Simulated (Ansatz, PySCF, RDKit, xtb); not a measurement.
# Solving CH2AlN, step by step

Only the formula CH2AlN is given. Aim: find the structure of lowest free energy at 298.15 K, then its properties.

Plan: many cheap relaxations first (GFN2-xTB), then density-functional screening, relaxation at BLYP-D3(BJ)/def2-SVP, vibrations and a final energy. The numbers are computed, not measured.

4 further runs of the same task are left out: 4 set aside as unsound or not needed.

### Step 1. Possible bonding patterns

All bonding patterns within simple valence rules are listed by program: one Lewis structure each, at most two rings and one unusual centre or charged pair. O–O, O–halogen and N–halogen bonds and N–N–N chains are not drawn. That gives 11 candidates.

```
label             SMILES     spin
 c071       N=[C-][AlH+]  singlet
 c382         N=[CH][Al]  singlet
 c398   [CH2]1[N-][Al+]1  singlet
 c440        N#[C][AlH2]  singlet
 c479          C=[N][Al]  singlet
 c677   [CH-]1[NH][Al+]1  singlet
 c723    [CH]1=[N][AlH]1  singlet
 c889    [C-]#[N+][AlH2]  singlet
 c927  [C-]1=[NH+][AlH]1  singlet
 c977         N=[CH][Al]  triplet
 c984          C=[N][Al]  triplet
```

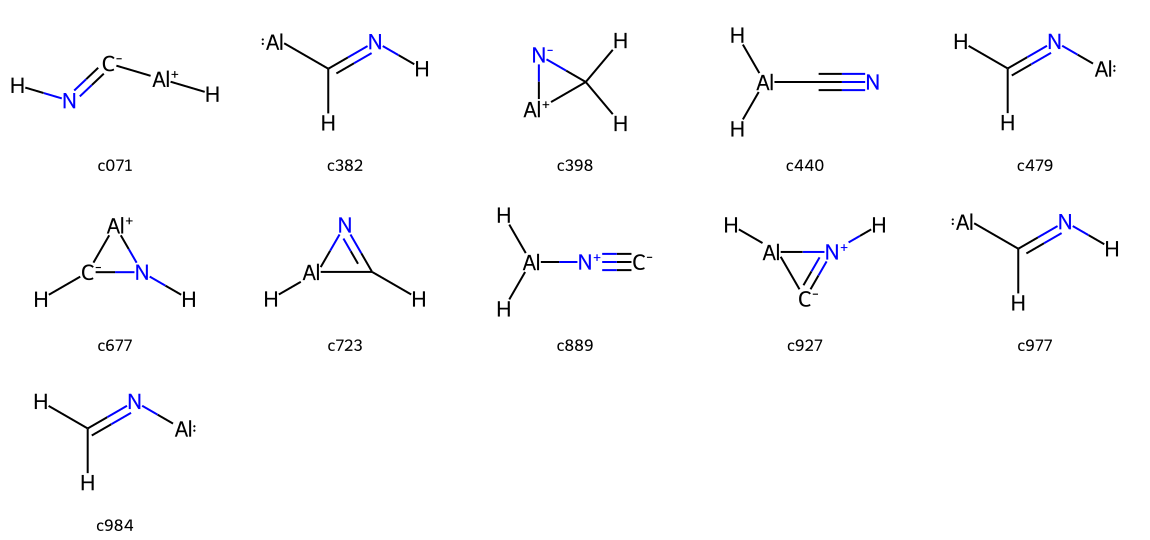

Structural formulas of the candidates.

Candidates are built by distance geometry, with a force field where one applies, in up to four conformers (letters a to d). 10 starts with atoms placed at random are added, to find patterns that the rules miss.

### Step 2. Cheap relaxation of all starts

All 21 starts are relaxed the same way. One of them, c927a (enumerated, embedded by distance geometry and UFF), in full:

Contents of start.xyz:

```xyz
5
c927a
C     -2.070162     2.264783     0.665428
Al    -0.706756     1.342601     1.244136
N     -1.453169     1.508561    -0.309283
H     -1.338067     1.245191    -1.315758
H      0.378745     0.827030     2.327739
```

On the command line:

```sh
xtb start.xyz --gfn 2 --opt
```

Log, shortened:

```text
* xtb version 6.7.1
[...]
          :  # basis functions                  20          :
[...]
          :  # electrons                        14          :
[...]
          :  Hamiltonian                  GFN2-xTB          :
[...]
          :  net charge                          0          :
          :  unpaired electrons                  0          :
[...]
   *** convergence criteria satisfied after 14 iterations ***
[...]
   *** GEOMETRY OPTIMIZATION CONVERGED AFTER 19 ITERATIONS ***
[...]
   *** convergence criteria satisfied after 3 iterations ***
[...]
         ::                     SUMMARY                     ::
         :::::::::::::::::::::::::::::::::::::::::::::::::::::
         :: total energy              -7.010359726498 Eh    ::
         :: gradient norm              0.000636602480 Eh/a0 ::
         :: HOMO-LUMO gap              1.364084083026 eV    ::
         ::.................................................::
         :: SCC energy                -7.091860429404 Eh    ::
         :: -> isotropic ES            0.015564701688 Eh    ::
         :: -> anisotropic ES          0.003575250939 Eh    ::
         :: -> anisotropic XC          0.001728535695 Eh    ::
         :: -> dispersion             -0.001864350092 Eh    ::
         :: repulsion energy           0.081500702906 Eh    ::
         :: add. restraining           0.000000000000 Eh    ::
         :: total charge              -0.000000000000 e     ::
         :::::::::::::::::::::::::::::::::::::::::::::::::::::
[...]
         7        2.0000           -0.3266396              -8.8883 (HOMO)
         8                         -0.2765104              -7.5242 (LUMO)
[...]
     #   Z          covCN         q      C6AA      α(0)
     1   6 C        1.751    -0.102    34.134     9.449
     2  13 Al       2.486     0.294    97.760    20.355
     3   7 N        2.535    -0.220    25.837     7.549
     4   1 H        0.860     0.162     1.321     1.800
     5   1 H        0.881    -0.134     6.936     4.123
[...]
     #   Z sym  total        # sym  WBO       # sym  WBO       # sym  WBO
 ---------------------------------------------------------------------------
     1   6 C    3.196 --     3 N    1.913     2 Al   1.174     5 H    0.102
     2  13 Al   2.707 --     1 C    1.174     5 H    0.876     3 N    0.602
     3   7 N    3.427 --     1 C    1.913     4 H    0.909     2 Al   0.602
     4   1 H    0.974 --     3 N    0.909
     5   1 H    0.982 --     2 Al   0.876     1 C    0.102
 ---------------------------------------------------------------------------
[...]
molecular dipole:
                 x           y           z       tot (Debye)
 q only:       -0.036       0.091       0.186
   full:        0.160      -0.119      -0.065       0.533
molecular quadrupole (traceless):
[...]
          | TOTAL ENERGY               -7.010359726498 Eh   |
          | GRADIENT NORM               0.000636602480 Eh/α |
          | HOMO-LUMO GAP               1.364084083026 eV   |
           -------------------------------------------------
[...]
```

Wall time 0.28 s (1 thread of AMD EPYC (Zen 3), shared host).

### Step 3. Distinct minima at GFN2-xTB

21 of the 21 relaxations converged; 5 ended on a minimum already found. 16 distinct structures remain:

```
label             start        SMILES after     spin  energy (kcal/mol)           note
 c132  random and drawn     [C-]#[N+][AlH2]  singlet                0.0               
c440a             drawn         N#[C][AlH2]  singlet                6.6               
 c232  random and drawn           C=[N][Al]  singlet               19.0               
c479a  drawn and random           C=[N][Al]  singlet               19.3               
 c799            random    [CH-]1[NH][Al+]1  singlet               38.8               
 c908            random        N=[C-][AlH+]  singlet               50.7               
c723a             drawn     [CH]1=[N][AlH]1  singlet               52.4               
c071a             drawn        N=[C-][AlH+]  singlet               52.8               
 c626  random and drawn   [C-]1=[NH+][AlH]1  singlet               54.7               
c382a  drawn and random  [H]1[N][CH][Al]1 ‡  singlet               57.0               
c677a             drawn          N=[CH][Al]  singlet               57.1  bonds changed
 c274            random  [H]1[C][NH][Al]1 ‡  singlet               58.2               
 c864            random        N=[C-][AlH+]  singlet               59.4               
c984a             drawn           C=[N][Al]  triplet               68.7               
 c027            random  [C][N]1[H][AlH]1 ‡  singlet               73.1               
c977a             drawn          N=[CH][Al]  triplet               92.9
```

‡ marks the bonded skeleton alone, with all bonds drawn single: no Lewis structure was assigned that passes a check against the bond lengths.

GFN2-xTB has no spin polarisation, so it can't rank spin states and is rough for open shells.

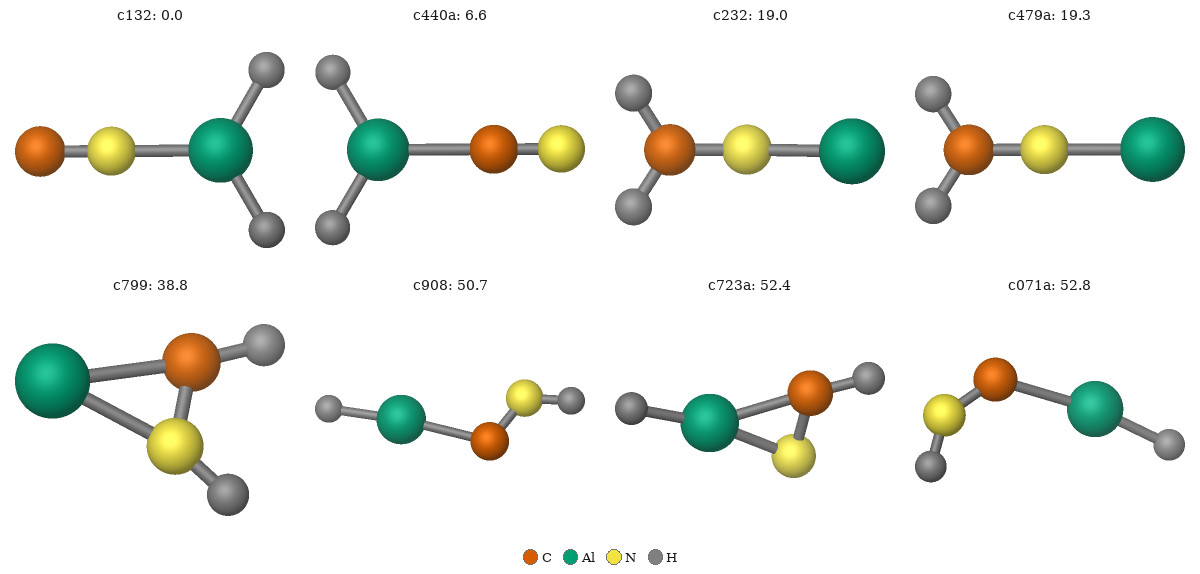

The 8 lowest minima that did not fall apart, with their GFN2-xTB energies in kcal/mol.

### Step 4. Single points on the low minima

A choice of the minima (the low ones first, few conformers of a pattern, up to a cap) and the lowest that fell apart get a single point at r2SCAN-D4/def2-SVP on the tight-binding geometry, and one at HF/STO-3G for comparison. The lowest singlets are also tried as triplets at the same geometry (label ending in t). The first, c132:

Contents of input.yaml:

```yaml
crystal:
  periodic: [false, false, false]
  atoms:
    - {symbol: C, position_ang: [1.320828, 1.946843, -0.302928]}
    - {symbol: Al, position_ang: [0.451576, -0.896272, -0.052760]}
    - {symbol: "N", position_ang: [0.976291, 0.824961, -0.203329]}
    - {symbol: H, position_ang: [1.027915, -1.954616, -1.007230]}
    - {symbol: H, position_ang: [-0.568029, -1.291875, 1.027757]}
basis:
  gaussian:
    orbitals: def2-SVP
hamiltonian:
  xc: {name: r2SCAN}
  dispersion: d4
scf:
  lower_state_search: off
```

On the command line:

```sh
ansatz run input.yaml --threads 1 --pin off --max-ram 2610MiB --events-out events.jsonl --progress --plain --runs-dir runs
```

Log:

```text
Warning: RAYON_NUM_THREADS=1 ignored (pool sized by the plan → 1); use --threads N
Functional definition: r2SCAN
  name "r2SCAN"
  parameter k0 = 0.174
  parameter k1 = 0.065
  parameter a1 = 4.9479
  exchange = r2scan_x(k0 = k0, k1 = k1, a1 = a1)
  correlation = r2scan_c
these checks for a lower state are left out or cut short: stability, starts, cluster_reference, orbital_swaps, neighbouring_geometries, increment
639 factors; their error is unknown
mean field evaluation 1: about -9145.3182 eV, gradient 4.2e1 eV
mean field evaluation 2: about -9139.1139 eV, gradient 6.6e1 eV
mean field evaluation 4: about -9149.2385 eV, gradient 3.7e0 eV
mean field evaluation 8: about -9149.2533 eV, gradient 1.4e-2 eV
mean field -9149.25327436 eV, -336.2288562461 hartree, gradient 5.4e-6 eV, S^2 0.000000; 0 other end points of the search recorded, 0 dependent functions left out
reference -9149.25328456 eV, -336.2288566210 hartree; 14, 14 occupied and 42, 42 virtual orbitals, 639 factors
Total energy: -9149.27028663 eV, -336.2294814354 hartree
Checks for a lower state left out: stability, starts, cluster_reference, orbital_swaps, neighbouring_geometries, increment
```

Run time: 2.4 s. Hardware: 1 thread of AMD EPYC (Zen 3), shared host.

Relative energies in kcal/mol, each column from its lowest structure that stays in one piece:

| label | SMILES | spin | GFN2-xTB | HF/STO-3G | r2SCAN-D4/def2-SVP |
| --- | --- | --- | --- | --- | --- |
| c132 | [C-]#[N+][AlH2] | singlet | 0.0 | 0.0 | 0.0 |
| c440a | N#[C][AlH2] | singlet | 6.6 | 2.0 | 1.7 |
| c479a | C=[N][Al] | singlet | 19.3 | 42.4 | 2.3 |
| c232 | C=[N][Al] | singlet | 19.0 | 43.7 | 3.4 |
| c799 | [CH-]1[NH][Al+]1 | singlet | 38.8 | 55.1 | 16.3 |
| c479at | C=[N][Al] | triplet | – | – | 46.4 |
| c132t | [C-]#[N+][AlH2] | triplet | – | – | 99.5 |
| c440at | N#[C][AlH2] | triplet | – | – | 106.3 |

### Step 5. Relaxing the best candidates

5 candidates are relaxed at BLYP-D3(BJ)/def2-SVP (chosen among the lowest in one piece). The first, c132:

Edit input.yaml of step 4 so:

```diff
@@ -9,8 +9,5 @@
 basis:
-  gaussian:
-    orbitals: def2-SVP
-hamiltonian:
-  xc: {name: r2SCAN}
-  dispersion: d4
-scf:
-  lower_state_search: off
+  gaussian: {orbitals: def2-SVP}
+hamiltonian: {xc: {name: BLYP}, dispersion: d3bj}
+scf: {lower_state_search: off}
+relax: {f_tol: 0.003}
```

On the command line:

```sh
ansatz run input.yaml --threads 1 --pin off --max-ram 2610MiB --events-out events.jsonl --progress --plain --runs-dir runs
```

Log, shortened:

```text
Warning: RAYON_NUM_THREADS=1 ignored (pool sized by the plan → 1); use --threads N
[...]
Functional definition: BLYP
  name "BLYP"
[...]
639 factors; their error is unknown
[...]
mean field -9150.96340394 eV, -336.2917023492 hartree, gradient 2.8e-6 eV, S^2 0.000000; 0 other end points of the search recorded, 0 dependent functions left out
[...]
reference -9150.96369134 eV, -336.2917129109 hartree; 14, 14 occupied and 42, 42 virtual orbitals, 639 factors
relax step   1: F+E_penalty+E_count = -9151.13337757 eV  Δ(F+E_penalty+E_count) = +0.000e0 eV  max|allowed force component| = 1.631e0 eV/Å  Δτ_max = 0.0000 Å  (15 SCF iters, accepted)
[...]
relax step   4: F+E_penalty+E_count = -9151.19605677 eV  Δ(F+E_penalty+E_count) = -1.188e-4 eV  max|allowed force component| = 4.003e-3 eV/Å  Δτ_max = 0.0022 Å  (12 SCF iters, accepted)
[...]
relax step   5: F+E_penalty+E_count = -9151.19605920 eV  Δ(F+E_penalty+E_count) = -2.437e-6 eV  max|allowed force component| = 5.728e-4 eV/Å  Δτ_max = 0.0010 Å  (12 SCF iters, accepted)
Total energy: -9151.19634901 eV, -336.3002629223 hartree
Atom 0 at     1.321225     1.952086    -0.302343 Å, force    -0.000234    -0.000554     0.000051 eV/Å
Atom 1 at     0.441520    -0.930377    -0.050254 Å, force    -0.000530    -0.000353    -0.000573 eV/Å
Atom 2 at     0.973869     0.814209    -0.202832 Å, force     0.000331     0.000279     0.000101 eV/Å
Atom 3 at     1.080442    -1.955310    -1.068620 Å, force     0.000173     0.000378     0.000278 eV/Å
Atom 4 at    -0.608475    -1.251567     1.085558 Å, force     0.000260     0.000249     0.000142 eV/Å
Dipole moment:    -0.185114    -0.606863     0.053163 e Å
Checks for a lower state left out: stability, starts, cluster_reference, orbital_swaps, neighbouring_geometries, increment
```

It took 13 s on 1 thread of AMD EPYC (Zen 3), shared host.

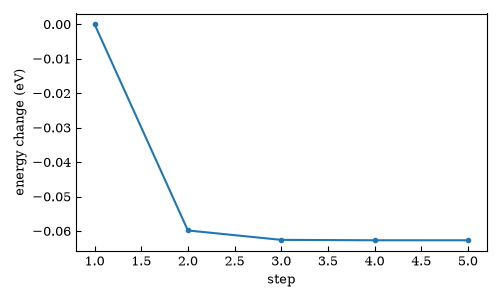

Energy along the run, all evaluated steps.

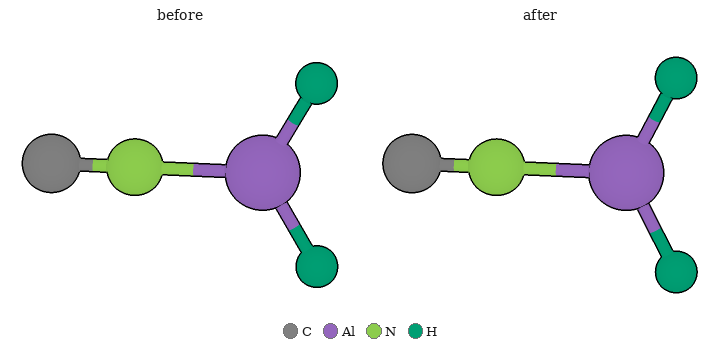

Before and after, at one scale.

After the run. Bond lengths: C1–N3 1.194 Å, Al2–N3 1.830 Å, Al2–H4 1.580 Å, Al2–H5 1.580 Å. Angles: C1–N3–Al2 180.0°, N3–Al2–H4 116.6°, N3–Al2–H5 116.6°, H4–Al2–H5 126.9°.

### Step 6. The relaxed candidates

```
label     spin  r2SCAN-D4/def2-SVP (kcal/mol)  BLYP-D3(BJ)/def2-SVP, relaxed (kcal/mol)  time                   note
 c132  singlet                            0.0                                       0.0  13 s                       
 c232  singlet                            3.4                                       0.2  21 s  same minimum as c479a
c479a  singlet                            2.3                                       0.2  16 s                       
c440a  singlet                            1.7                                       1.3  11 s                       
 c799  singlet                           16.3                                      17.3  20 s
```

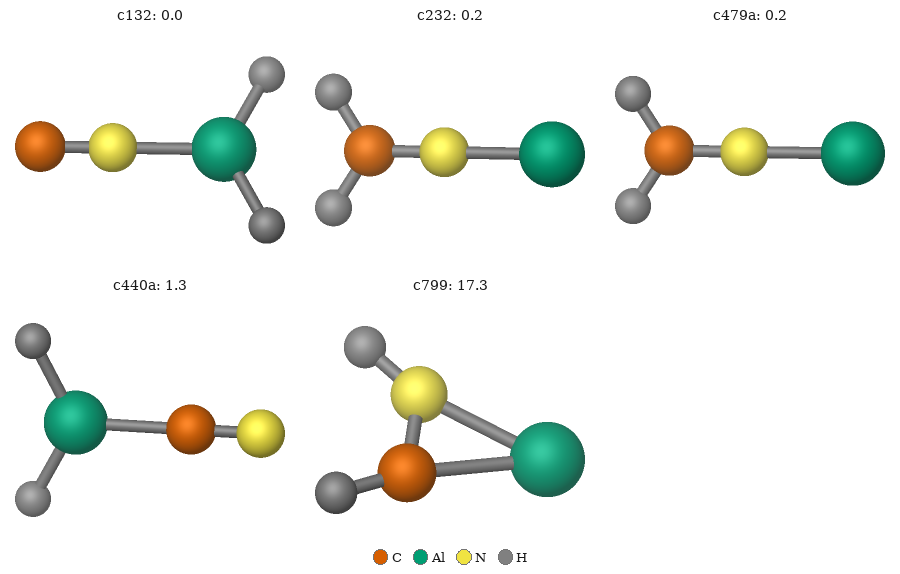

The relaxed structures, with energies at BLYP-D3(BJ)/def2-SVP in kcal/mol.

### Step 7. Are they minima? Harmonic frequencies

The lowest few in one piece go on as finalists (c799 drops out). Harmonic vibrations at BLYP-D3(BJ)/def2-SVP test each finalist and give the zero-point energy and the thermal terms. The first, c132:

Contents of input.yaml:

```yaml
crystal:
  periodic: [false, false, false]
  atoms:
    - {symbol: C, position_ang: [1.321225, 1.952086, -0.302343]}
    - {symbol: Al, position_ang: [0.441520, -0.930377, -0.050254]}
    - {symbol: N, position_ang: [0.973869, 0.814209, -0.202832]}
    - {symbol: H, position_ang: [1.080442, -1.955310, -1.068620]}
    - {symbol: H, position_ang: [-0.608475, -1.251567, 1.085558]}
basis:
  gaussian:
    orbitals: def2-SVP
hamiltonian:
  xc: {name: BLYP}
  dispersion: d3bj
scf:
  lower_state_search: "off"
phonons: {}
```

On the command line:

```sh
ansatz run input.yaml --threads 1 --pin off --max-ram 2610MiB --events-out events.jsonl --progress --plain --runs-dir runs
```

Log, shortened:

```text
Warning: RAYON_NUM_THREADS=1 ignored (pool sized by the plan → 1); use --threads N
Functional definition: BLYP
  name "BLYP"
[...]
639 factors; their error is unknown
[...]
mean field -9151.02711539 eV, -336.2940437016 hartree, gradient 2.5e-6 eV, S^2 0.000000; 0 other end points of the search recorded, 0 dependent functions left out
[...]
reference -9151.02740519 eV, -336.2940543517 hartree; 14, 14 occupied and 42, 42 virtual orbitals, 639 factors
[...]
639 factors; their error is unknown
mean field -9151.02710123 eV, -336.2940431812 hartree, gradient 2.4e-6 eV, S^2 0.000000; 0 other end points of the search recorded, 0 dependent functions left out
[...]
reference -9151.02739105 eV, -336.2940538318 hartree; 14, 14 occupied and 42, 42 virtual orbitals, 639 factors
[...]
639 factors; their error is unknown
[...]
mean field -9151.02707977 eV, -336.2940423927 hartree, gradient 2.3e-6 eV, S^2 0.000000; 0 other end points of the search recorded, 0 dependent functions left out
[...]
reference -9151.02736955 eV, -336.2940530417 hartree; 14, 14 occupied and 42, 42 virtual orbitals, 639 factors
Total energy: -9151.19634901 eV, -336.3002629223 hartree
Atom 0 at     1.321225     1.952086    -0.302343 Å, force    -0.000212    -0.000480     0.000044 eV/Å
Atom 1 at     0.441520    -0.930377    -0.050254 Å, force    -0.000530    -0.000361    -0.000573 eV/Å
Atom 2 at     0.973869     0.814209    -0.202832 Å, force     0.000308     0.000206     0.000109 eV/Å
Atom 3 at     1.080442    -1.955310    -1.068620 Å, force     0.000169     0.000384     0.000283 eV/Å
Atom 4 at    -0.608475    -1.251567     1.085558 Å, force     0.000264     0.000251     0.000137 eV/Å
Dipole moment:    -0.185115    -0.606863     0.053162 e Å
Vibrations: 187.89 191.56 553.85 606.99 608.62 769.05 1934.09 1954.46 2089.55 cm⁻¹, zero-point energy 0.551485 eV
Checks for a lower state left out: stability, starts, cluster_reference, orbital_swaps, neighbouring_geometries, increment
```

It took 54 s on 1 thread of AMD EPYC (Zen 3), shared host.

### Step 8. Zero-point energy and free-energy terms

At 298.15 K and 1 atm, ideal gas, rigid rotor and harmonic oscillator:

```
label           SMILES     spin  point group  lowest mode (cm⁻¹)  zero-point (kcal/mol)  G − E (kcal/mol)
 c132  [C-]#[N+][AlH2]  singlet          C2v                 188                   12.7              -3.1
c479a        C=[N][Al]  singlet          C2v                 150                   17.2               1.5
c440a      N#[C][AlH2]  singlet          C2v                 215                   12.8              -3.0
```

### Step 9. Last filter: a higher level

Each finalist gets a single point at CCSD(T)/def2-TZVPP.

c132, CCSD(T)/def2-TZVPP:

Contents of input.yaml:

```yaml
basis:
  gaussian:
    orbitals: def2-TZVPP
crystal:
  periodic: [false, false, false]
  atoms:
    - symbol: C
      position_ang: [1.321225, 1.952086, -0.302343]
    - symbol: Al
      position_ang: [0.441520, -0.930377, -0.050254]
    - symbol: N
      position_ang: [0.973869, 0.814209, -0.202832]
    - symbol: H
      position_ang: [1.080442, -1.955310, -1.068620]
    - symbol: H
      position_ang: [-0.608475, -1.251567, 1.085558]
correlation:
  method: ccsd_t
  frozen_orbitals: {C: 1, "N": 1, H: 0, Al: 5}
```

On the command line:

```sh
ansatz run input.yaml --threads 1 --pin off --max-ram 2610MiB --events-out events.jsonl --progress --plain --runs-dir runs
```

Log, shortened:

```text
Warning: RAYON_NUM_THREADS=1 ignored (pool sized by the plan → 1); use --threads N
Functional definition: HF
  name "HF"
[...]
795 factors; integrals over basis functions are off by at most 1.4e-3 eV
[...]
mean field -9128.01029875 eV, -335.4481912915 hartree, gradient 2.9e-6 eV, S^2 0.000000; 0 other end points of the search recorded, 0 dependent functions left out
7 core orbitals not correlated: weight in the atoms' cores, before any rotation towards them, 1.000 or more for the frozen orbitals, at most 0.000 for the correlated occupied ones
reference -9128.01029875 eV, -335.4481912915 hartree; 7, 7 occupied and 118, 118 virtual orbitals, 795 factors
second order -10.86559080 eV of doubles, -0.00000000 eV of singles
cycle   1  -10.94232234 eV  change   -7.7e-2 eV  update   9.8e-2
[...]
cycle   9  -11.44067914 eV  change    1.0e-6 eV  update   1.4e-5
perturbative correction -0.54489056 eV, -0.0200243588 hartree
Total energy: -9139.99586845 eV, -335.8886528539 hartree
```

Wall time 24 s (1 thread of AMD EPYC (Zen 3), shared host); peak memory 0.63 GiB.

### Step 10. c479a at CCSD(T)/def2-TZVPP

Contents of input.yaml:

```yaml
crystal:
  periodic: [false, false, false]
  atoms:
    - symbol: C
      position_ang: [-0.983080, 1.644324, -0.069356]
    - symbol: Al
      position_ang: [-1.348254, 0.580509, 2.802572]
    - symbol: "N"
      position_ang: [-1.132393, 1.209085, 1.106072]
    - symbol: H
      position_ang: [-1.750488, 2.276000, -0.591132]
    - symbol: H
      position_ang: [-0.070712, 1.435352, -0.689110]
basis:
  gaussian:
    orbitals: def2-TZVPP
correlation:
  method: ccsd_t
  frozen_orbitals: {C: 1, "N": 1, H: 0, Al: 5}
```

On the command line:

```sh
ansatz run input.yaml --threads 1 --pin off --max-ram 2610MiB --events-out events.jsonl --progress --plain --runs-dir runs
```

Log, shortened:

```text
Warning: RAYON_NUM_THREADS=1 ignored (pool sized by the plan → 1); use --threads N
Functional definition: HF
  name "HF"
[...]
797 factors; integrals over basis functions are off by at most 8.8e-4 eV
[...]
mean field -9127.25758338 eV, -335.4205295117 hartree, gradient 1.3e-6 eV, S^2 0.000000; 0 other end points of the search recorded, 0 dependent functions left out
7 core orbitals not correlated: weight in the atoms' cores, before any rotation towards them, 1.000 or more for the frozen orbitals, at most 0.000 for the correlated occupied ones
reference -9127.25758338 eV, -335.4205295117 hartree; 7, 7 occupied and 118, 118 virtual orbitals, 797 factors
second order -11.25350670 eV of doubles, -0.00000000 eV of singles
cycle   1  -11.36126002 eV  change   -1.1e-1 eV  update   9.7e-2
[...]
cycle  11  -11.85587728 eV  change   -8.5e-6 eV  update   6.6e-6
perturbative correction -0.56659007 eV, -0.0208218011 hartree
Total energy: -9139.68005072 eV, -335.8770467665 hartree
```

Wall time 26 s (1 thread of AMD EPYC (Zen 3), shared host); peak memory 0.63 GiB.

[end of part 1 of 2]
